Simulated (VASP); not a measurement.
Band structure of Ru (space group P6_3/mmc). Method: PBEsol GGA with spin-orbit coupling, VASP's PBE PAW potentials (set 64) (plane waves; VASP).

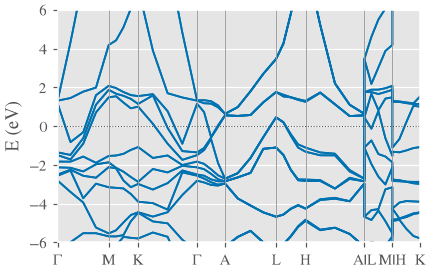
Figure. Bands along high-symmetry lines, zero at the valence-band maximum or, without a gap, the Fermi level

Read the plot: is there a gap, and where are the band edges?

It has no gap at this level: it comes out as a metal or semimetal.

The structure comes from a measured Ru entry (P6_3/mmc) of the Crystallography Open Database, whose conditions weren't checked. It was relaxed first.
